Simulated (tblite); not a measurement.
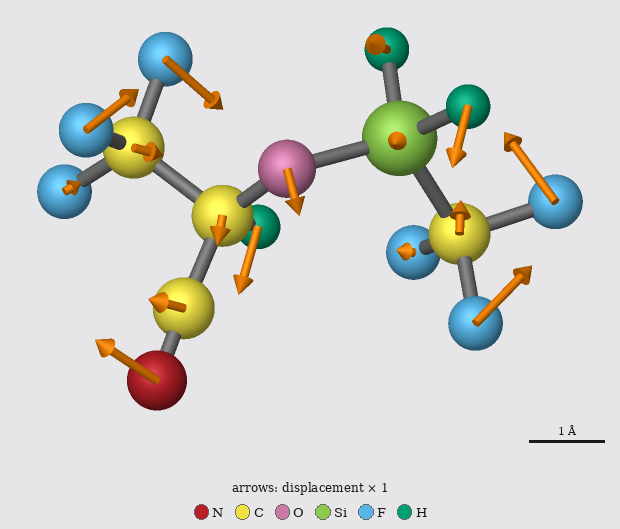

This is a relaxation of C4H3F6NOSi. The starting structure is drawn; orange arrows show the displacements, at their true length. The two geometries are superimposed by the best rigid fit.

A ball-and-stick model, seen face on.

Computed with tblite, GFN2-xTB geometry optimisation, gas phase. 

Describe the change and its energy.

The atom that moves furthest after the best rigid fit is an F atom (1.36 Å). By element the largest moves are F 1.36 Å, N 1.19 Å, H 0.99 Å, O 0.66 Å, C 0.64 Å, Si 0.33 Å. Near-neighbour distances that change, for instance: C–Si 1.843 → 1.962 Å, C–F 1.393 → 1.333 Å, O–Si 1.681 → 1.624 Å, C–F 1.402 → 1.347 Å. Bond angles that change, for instance: H–Si–H 105.3° → 121.3°, C–O–Si 119.2° → 134.5°, O–Si–H 111.6° → 98.2°. Groups turn about C–O by about 65°. Over 156 geometry steps the energy falls by 90.6 kJ/mol.
